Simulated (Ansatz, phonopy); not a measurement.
# TcSn (hypothetical, Pm-3m): phonons against volume, part 3 of 4

Aim: how the vibrations of TcSn (hypothetical) shift with volume, and the expansion that follows. The crystal structure is hypothetical: it was made by swapping elements on a known structure type.

Ansatz 0.2.0; DFT PBEsol, scalar-relativistic, plane waves, PAW.

So far, highest frequency (cm⁻¹): step 6 (lattice dynamics at this volume, V/V0 1) 224.

### 10. Phonons, V/V0 0.985

The same q-mesh and k-mesh are kept at every volume, so that much of their error can cancel in the differences.

Input file input.yaml:

```yaml
crystal:
  lattice:
    - [3.2049985259, 0.0, 0.0]
    - [0.0, 3.2049985259, 0.0]
    - [0.0, 0.0, 3.2049985259]
  atoms:
    - { symbol: Sn, position: [0.0, 0.0, 0.0] }
    - { symbol: Tc, position: [0.5, 0.5, 0.5] }
kpoints:
  mp_grid: { grid: [16, 16, 16] }
hamiltonian:
  xc: pbesol
scf:
  occupations: { method: methfessel_paxton, width: 0.2 }
output:
  eigenvalues: true
phonons:
  method: dfpt
  qmesh: [4, 4, 4]
  temperatures: { t_max: 1000, t_step: 50 }
  qpath:
    path:
      - [[0.0, 0.0, 0.0], [0.0, 0.5, 0.0], [0.5, 0.5, 0.0], [0.0, 0.0, 0.0], [0.5, 0.5, 0.5], [0.0, 0.5, 0.0]]
      - [[0.5, 0.5, 0.5], [0.5, 0.5, 0.0]]
    npoints: 10
```

On the command line:

```bash
$ ansatz run input.yaml --threads 4 --pin off --max-ram 8192MiB --backend cpu --events-out ev --progress --plain --runs-dir out
```

Numbers of over 12 decimals in the logs are rounded to 6 here.

Log:

```text
[...]
Crystal: 2 atoms, lattice volume = 32.922 Å³
Basis set: ecut = 500 eV, 847 PW (Γ), exchange–correlation on 48×48×48 points (8 copies of the dense FFT grid, shifted against one another)
Bands: 19, of which v1, the nominal top of the filled ones, is band 15 counted from 1 (14 counted from 0)
Symmetry: 48 space group operations
k-points: 165 of 4096
[...]
k-point 164: bands = [... 11 lower, 13.9098, 16.1595, 20.6791, 20.6791, 22.9156, 22.9156, 22.9156, 25.5407]
[...]
ASR residual: 1.739e-5 → 0.000e0 eV/Å²; symmetrization residual: 6.750e-6 eV/Å²
  ASR residual per site (eV/Å²): 5.63e-7 1.74e-5
  Γ frequencies (cm⁻¹): 0.00 0.00 0.00 196.75 196.75 196.75
--- Phonons (arbitrary-q DFPT): 10 irreducible q on the 4×4×4 mesh ---
[...]
interpolated dispersion: 62 rows × 6 modes
[...]
[key lines of the parts left out:]
SCF converged after 9 iterations
Free energy (F): -11287.155881 eV
Fermi energy:    19.038555 eV
```

The job ended after 9.2 min (4 threads of Arm Neoverse V2, shared host; peak memory 4.2 GiB).

No LO-TO term. Phonon branches along the path, in cm⁻¹:

```csv
point,branch 1,branch 2,branch 3,branch 4,branch 5,branch 6
Γ,0,0,0,197,197,197
X,108,108,139,139,179,194
M,91,97,97,124,233,233
Γ,0,0,0,197,197,197
R,106,106,106,189,189,189
X,108,108,139,139,179,194
jump to R,106,106,106,189,189,189
M,91,97,97,124,233,233
```

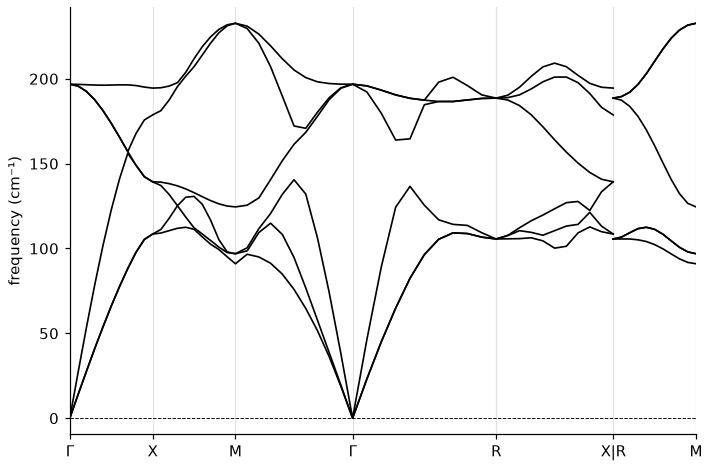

Phonon branches along the path.

No mode is imaginary beyond numerical noise at the solved wavevectors. The highest zone-centre mode (no LO–TO term) moved by +3.9 % for a volume change of -1.5 %.

### 11. A cell at another volume, V/V0 1.03

Symmetry fixes every atom, so a single point at the scaled cell gives the energy and pressure of this member.

The cell differs from the one that the last finished run ended in (a 3.205 → 3.253 Å, b 3.205 → 3.253 Å, c 3.205 → 3.253 Å).

input.yaml, the sections that differ from step 10:

```yaml
crystal:
  lattice:
    - [3.2530806633, 0.0, 0.0]
    - [0.0, 3.2530806633, 0.0]
    - [0.0, 0.0, 3.2530806633]
  atoms:
    - { symbol: Sn, position: [0.0, 0.0, 0.0] }
    - { symbol: Tc, position: [0.5, 0.5, 0.5] }
output:
  forces: true
  stress: true
  eigenvalues: true
# kpoints, hamiltonian, scf: as in step 10
# phonons: removed
```

Log:

```text
[...]
Crystal: 2 atoms, lattice volume = 34.426 Å³
Basis set: ecut = 500 eV, 895 PW (Γ), exchange–correlation on 48×48×48 points (8 copies of the dense FFT grid, shifted against one another)
Bands: 19, of which v1, the nominal top of the filled ones, is band 15 counted from 1 (14 counted from 0)
Symmetry: 48 space group operations
[...]
k-points: 165 of 4096
[...]
--- Band table (eV; the first three rows and the last of 165) ---
  k-point 0: bands = [... 11 lower, 15.3648, 18.4138, 18.4138, 18.4138, 21.1220, 21.1220, 21.1220, 27.1967]
  k-point 1: bands = [... 11 lower, 15.3753, 18.2505, 18.2505, 18.4126, 20.8158, 21.3526, 21.3526, 27.4478]
  k-point 2: bands = [... 11 lower, 15.4056, 17.8775, 17.8775, 18.4091, 20.1483, 21.9285, 21.9285, 27.8019]
  k-point 164: bands = [... 11 lower, 13.1798, 15.0031, 19.5608, 19.5608, 21.7767, 21.7767, 21.7767, 24.2007]
[key lines of the parts left out:]
SCF converged after 7 iterations
Free energy (F): -11287.143769 eV
Fermi energy:    18.024774 eV
P = ⅓ Tr σ = -5.1738 GPa (-51.738 kbar)
```

Elapsed: 1.6 s, on 4 threads; peak memory 0.41 GiB; 5.7 s of CPU time.

The run ends at a pressure of -5.17 GPa.

### 12. Lattice dynamics at this volume, V/V0 1.03

The same q-mesh and k-mesh are kept at every volume, so that much of their error can cancel in the differences.

input.yaml, the sections that differ from step 11:

```yaml
output:
  eigenvalues: true
phonons:
  method: dfpt
  qmesh: [4, 4, 4]
  temperatures: { t_max: 1000, t_step: 50 }
  qpath:
    path:
      - [[0.0, 0.0, 0.0], [0.0, 0.5, 0.0], [0.5, 0.5, 0.0], [0.0, 0.0, 0.0], [0.5, 0.5, 0.5], [0.0, 0.5, 0.0]]
      - [[0.5, 0.5, 0.5], [0.5, 0.5, 0.0]]
    npoints: 10
# crystal, kpoints, hamiltonian, scf: as in step 11
```

Log:

```text
[...]
Crystal: 2 atoms, lattice volume = 34.426 Å³
Basis set: ecut = 500 eV, 895 PW (Γ), exchange–correlation on 48×48×48 points (8 copies of the dense FFT grid, shifted against one another)
Bands: 19, of which v1, the nominal top of the filled ones, is band 15 counted from 1 (14 counted from 0)
Symmetry: 48 space group operations
k-points: 165 of 4096
[...]
k-point 164: bands = [... 11 lower, 13.1798, 15.0032, 19.5607, 19.5607, 21.7767, 21.7767, 21.7767, 24.2007]
[...]
ASR residual: 7.686e-5 → 0.000e0 eV/Å²; symmetrization residual: 4.501e-6 eV/Å²
  ASR residual per site (eV/Å²): 3.47e-5 7.69e-5
  Γ frequencies (cm⁻¹): 0.00 0.00 0.00 175.31 175.31 175.31
--- Phonons (arbitrary-q DFPT): 10 irreducible q on the 4×4×4 mesh ---
[...]
interpolated dispersion: 62 rows × 6 modes
[...]
[key lines of the parts left out:]
SCF converged after 8 iterations
Free energy (F): -11287.143769 eV
Fermi energy:    18.024740 eV
```

Run time: 9.5 min. Hardware: 4 threads; peak memory 4.4 GiB.

No mode is imaginary beyond numerical noise at the solved wavevectors. The highest zone-centre mode (no LO–TO term) moved by -7.4 % for a volume change of +3.0 %.

### 13. A cell at another volume, V/V0 0.97

Symmetry fixes every atom, so a single point at the scaled cell gives the energy and pressure of this member.

The cell differs from the one that the last finished run ended in (a 3.253 → 3.189 Å, b 3.253 → 3.189 Å, c 3.253 → 3.189 Å).

input.yaml, the sections that differ from step 12:

```yaml
crystal:
  lattice:
    - [3.1886462081, 0.0, 0.0]
    - [0.0, 3.1886462081, 0.0]
    - [0.0, 0.0, 3.1886462081]
  atoms:
    - { symbol: Sn, position: [0.0, 0.0, 0.0] }
    - { symbol: Tc, position: [0.5, 0.5, 0.5] }
output:
  forces: true
  stress: true
  eigenvalues: true
# kpoints, hamiltonian, scf: as in step 12
# phonons: removed
```

Log:

```text
[...]
Crystal: 2 atoms, lattice volume = 32.420 Å³
Basis set: ecut = 500 eV, 799 PW (Γ), exchange–correlation on 48×48×48 points (8 copies of the dense FFT grid, shifted against one another)
Bands: 19, of which v1, the nominal top of the filled ones, is band 15 counted from 1 (14 counted from 0)
Symmetry: 48 space group operations
[...]
k-points: 165 of 4096
[...]
--- Band table (eV; the first three rows and the last of 165) ---
  k-point 0: bands = [... 11 lower, 16.4808, 19.8186, 19.8186, 19.8186, 22.6351, 22.6351, 22.6351, 29.4833]
  k-point 1: bands = [... 11 lower, 16.4908, 19.6364, 19.6364, 19.8164, 22.3325, 22.8876, 22.8876, 29.7208]
  k-point 2: bands = [... 11 lower, 16.5198, 19.2244, 19.2244, 19.8103, 21.6623, 23.5121, 23.5121, 29.9832]
  k-point 164: bands = [... 11 lower, 14.1672, 16.5689, 21.0729, 21.0729, 23.3201, 23.3201, 23.3201, 26.0136]
[key lines of the parts left out:]
SCF converged after 7 iterations
Free energy (F): -11287.141572 eV
Fermi energy:    19.394755 eV
P = ⅓ Tr σ = 6.2268 GPa (62.268 kbar)
```

Wall time 1.5 s (4 threads); peak memory 0.41 GiB.

The run ends at a pressure of 6.23 GPa.

### 14. Phonons, V/V0 0.97

Phonons at this volume give one point of F(V, T); meshes stay fixed along the series.

input.yaml, the sections that differ from step 13:

```yaml
output:
  eigenvalues: true
phonons:
  method: dfpt
  qmesh: [4, 4, 4]
  temperatures: { t_max: 1000, t_step: 50 }
  qpath:
    path:
      - [[0.0, 0.0, 0.0], [0.0, 0.5, 0.0], [0.5, 0.5, 0.0], [0.0, 0.0, 0.0], [0.5, 0.5, 0.5], [0.0, 0.5, 0.0]]
      - [[0.5, 0.5, 0.5], [0.5, 0.5, 0.0]]
    npoints: 10
# crystal, kpoints, hamiltonian, scf: as in step 13
```

Log:

```text
[...]
Crystal: 2 atoms, lattice volume = 32.420 Å³
Basis set: ecut = 500 eV, 799 PW (Γ), exchange–correlation on 48×48×48 points (8 copies of the dense FFT grid, shifted against one another)
Bands: 19, of which v1, the nominal top of the filled ones, is band 15 counted from 1 (14 counted from 0)
Symmetry: 48 space group operations
k-points: 165 of 4096
[...]
k-point 164: bands = [... 11 lower, 14.1672, 16.5690, 21.0728, 21.0728, 23.3200, 23.3200, 23.3200, 26.0135]
[...]
ASR residual: 4.956e-5 → 0.000e0 eV/Å²; symmetrization residual: 2.621e-6 eV/Å²
  ASR residual per site (eV/Å²): 4.96e-5 2.25e-5
  Γ frequencies (cm⁻¹): 0.00 0.00 0.00 204.25 204.25 204.25
--- Phonons (arbitrary-q DFPT): 10 irreducible q on the 4×4×4 mesh ---
[...]
interpolated dispersion: 62 rows × 6 modes
[...]
[key lines of the parts left out:]
SCF converged after 9 iterations
Free energy (F): -11287.141572 eV
Fermi energy:    19.394694 eV
```

Wall time 9.1 min (4 threads); peak memory 4.2 GiB.

No LO-TO term. The phonon branches at the labelled points (cm⁻¹):

```csv
point,branch 1,branch 2,branch 3,branch 4,branch 5,branch 6
Γ,0,0,0,204,204,204
X,117,117,144,144,186,200
M,98,99,99,130,242,242
Γ,0,0,0,204,204,204
R,116,116,116,194,194,194
X,117,117,144,144,186,200
jump to R,116,116,116,194,194,194
M,98,99,99,130,242,242
```

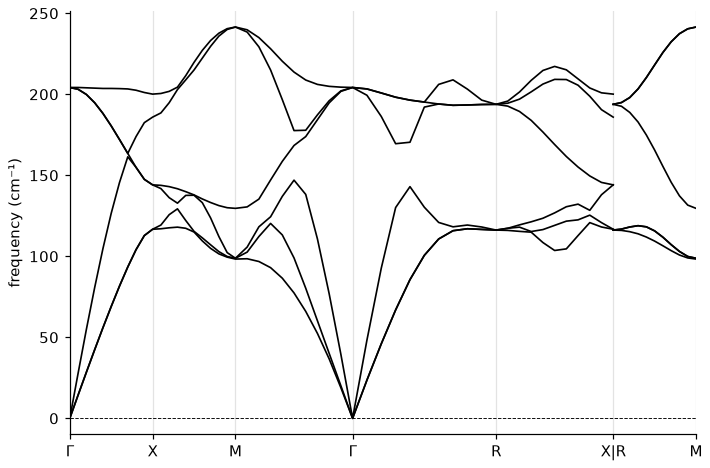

Phonon branches along the path.

No mode is imaginary beyond numerical noise at the solved wavevectors. The highest zone-centre mode (no LO–TO term) moved by +7.8 % for a volume change of -3.0 %.

### 15. A cell at another volume, V/V0 1.05

Symmetry fixes every atom, so a single point at the scaled cell gives the energy and pressure of this member.

The cell differs from the one that the last finished run ended in (a 3.189 → 3.274 Å, b 3.189 → 3.274 Å, c 3.189 → 3.274 Å).

input.yaml, the sections that differ from step 14:

```yaml
crystal:
  lattice:
    - [3.2740013712, 0.0, 0.0]
    - [0.0, 3.2740013712, 0.0]
    - [0.0, 0.0, 3.2740013712]
  atoms:
    - { symbol: Sn, position: [0.0, 0.0, 0.0] }
    - { symbol: Tc, position: [0.5, 0.5, 0.5] }
output:
  forces: true
  stress: true
  eigenvalues: true
# kpoints, hamiltonian, scf: as in step 14
# phonons: removed
```

Log:

```text
[...]
Crystal: 2 atoms, lattice volume = 35.094 Å³
Basis set: ecut = 500 eV, 895 PW (Γ), exchange–correlation on 48×48×48 points (8 copies of the dense FFT grid, shifted against one another)
Bands: 19, of which v1, the nominal top of the filled ones, is band 15 counted from 1 (14 counted from 0)
Symmetry: 48 space group operations
[...]
k-points: 165 of 4096
[...]
--- Band table (eV; the first three rows and the last of 165) ---
  k-point 0: bands = [... 11 lower, 15.0190, 17.9793, 17.9793, 17.9793, 20.6561, 20.6561, 20.6561, 26.4923]
  k-point 1: bands = [... 11 lower, 15.0296, 17.8217, 17.8217, 17.9783, 20.3484, 20.8799, 20.8799, 26.7468]
  k-point 2: bands = [... 11 lower, 15.0600, 17.4607, 17.4607, 17.9755, 19.6812, 21.4408, 21.4408, 27.1233]
  k-point 164: bands = [... 11 lower, 12.8745, 14.5204, 19.0933, 19.0933, 21.3038, 21.3038, 21.3038, 23.6410]
[key lines of the parts left out:]
SCF converged after 7 iterations
Free energy (F): -11287.115864 eV
Fermi energy:    17.600571 eV
P = ⅓ Tr σ = -8.1454 GPa (-81.454 kbar)
```

Wall time 1.6 s (4 threads); peak memory 0.41 GiB; 5.8 s of CPU time.

The run ends at a pressure of -8.15 GPa.

### 16. Lattice dynamics at this volume, V/V0 1.05

Phonons at this volume give one point of F(V, T); meshes stay fixed along the series.

input.yaml, the sections that differ from step 15:

```yaml
output:
  eigenvalues: true
phonons:
  method: dfpt
  qmesh: [4, 4, 4]
  temperatures: { t_max: 1000, t_step: 50 }
  qpath:
    path:
      - [[0.0, 0.0, 0.0], [0.0, 0.5, 0.0], [0.5, 0.5, 0.0], [0.0, 0.0, 0.0], [0.5, 0.5, 0.5], [0.0, 0.5, 0.0]]
      - [[0.5, 0.5, 0.5], [0.5, 0.5, 0.0]]
    npoints: 10
# crystal, kpoints, hamiltonian, scf: as in step 15
```

Log:

```text
[...]
Crystal: 2 atoms, lattice volume = 35.094 Å³
Basis set: ecut = 500 eV, 895 PW (Γ), exchange–correlation on 48×48×48 points (8 copies of the dense FFT grid, shifted against one another)
Bands: 19, of which v1, the nominal top of the filled ones, is band 15 counted from 1 (14 counted from 0)
Symmetry: 48 space group operations
k-points: 165 of 4096
[...]
k-point 164: bands = [... 11 lower, 12.8745, 14.5204, 19.0932, 19.0932, 21.3038, 21.3038, 21.3038, 23.6410]
[...]
ASR residual: 1.567e-4 → 0.000e0 eV/Å²; symmetrization residual: 5.521e-6 eV/Å²
  ASR residual per site (eV/Å²): 6.62e-5 1.57e-4
  Γ frequencies (cm⁻¹): 0.00 0.00 0.00 166.36 166.36 166.36
--- Phonons (arbitrary-q DFPT): 10 irreducible q on the 4×4×4 mesh ---
[...]
interpolated dispersion: 62 rows × 6 modes
[...]
[key lines of the parts left out:]
SCF converged after 8 iterations
Free energy (F): -11287.115864 eV
Fermi energy:    17.600545 eV
```

Elapsed: 9.6 min, on 4 threads; peak memory 4.4 GiB.

No mode is imaginary beyond numerical noise at the solved wavevectors. The highest zone-centre mode (no LO–TO term) moved by -12.2 % for a volume change of +5.0 %.

### 17. Mode Grüneisen parameters

This step: DFT PBEsol, scalar-relativistic, plane waves, PAW (phonopy 4.10.0).

This step gave:

| Quantity | Value |
| --- | --- |
| share of modes with a negative Grüneisen parameter | 0 |

Mean Grüneisen, by row:

```csv
T (K),heat-capacity-weighted mean,root mean square
50,2.799,2.966
100,2.743,2.876
200,2.719,2.84
300,2.714,2.832
500,2.712,2.828
800,2.711,2.827
```

(Continued in part 4 of 4.)

[Logs are printed without paths, hosts, clocks, repeated set-up lines and the standing remarks that a program may print on its own settings, such as how far it seeks lower states.]

[Hosts, paths, dates, database ids (printed as entryN), source tags and the programs' standing remarks are cut or masked in the printed files.]

[A step with changed settings may run another functional than the one named; its input shows which.]

[Of the runs on displaced cells, only some may be shown.]
